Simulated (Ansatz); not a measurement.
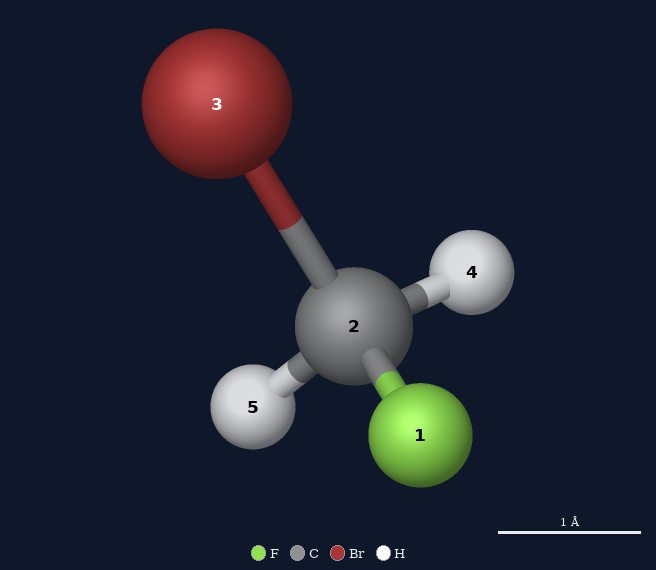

The picture comes from a calculation with Ansatz.

The view is orthographic, and the bar gives the scale. Geometry: moved along internal coordinates away from the minimum.

Give an XYZ file in the frame of the picture: x to the right, y up, z towards the viewer, origin at the mean of the atomic positions.

```xyz
5
CH2BrF
F    0.55  -0.89   0.90
C    0.08  -0.12  -0.11
Br  -0.89   1.45   0.60
H    0.91   0.26  -0.70
H   -0.64  -0.69  -0.70
```
